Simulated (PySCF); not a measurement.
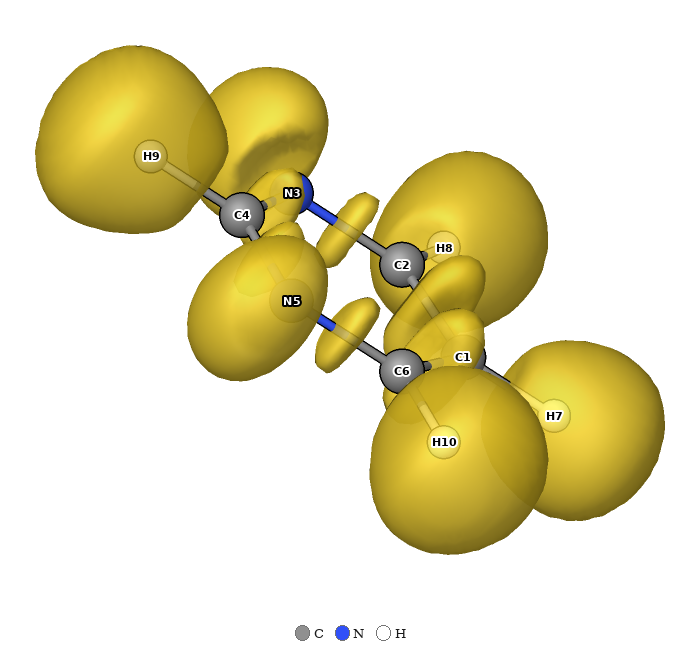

Figure. C₄H₄N₂ (Pyrimidine). Isosurface of the electron localisation function at 0.85 (yellow), seen at an oblique angle. Core shells and regions of very low density are left out.

Geometry: PBE0-D3(BJ)/def2-SVP.

All numbers below come from PBE0/pcSseg-1, SCF density, gas phase, non-relativistic in PySCF 2.14.0.

```xyz
10

C    -1.1346    0.0777    0.0786
C    -0.4837   -1.1524    0.0237
N     0.8400   -1.2498   -0.0676
C     1.5138   -0.1036   -0.1047
N     1.0029    1.1235   -0.0601
C    -0.3216    1.2075    0.0321
H    -2.2209    0.1519    0.1535
H    -1.0485   -2.0918    0.0540
H     2.6055   -0.1782   -0.1798
H    -0.7527    2.2151    0.0704
```

### What do the ELF domains correspond to?

The surface consists of two regions between bonded C–C atoms (shared pairs), four regions between bonded C–N atoms (shared pairs), four regions around hydrogen nuclei and two lobes on N, pointing away from the bonds (lone pairs). Along the contacts the grid gives the following. C–N (1.33 Å): the ELF peaks at about 0.90 between the atoms: localised, covalent bonding. C–C (1.39 Å): the ELF peaks at about 0.95 between the atoms (a covalent bond).
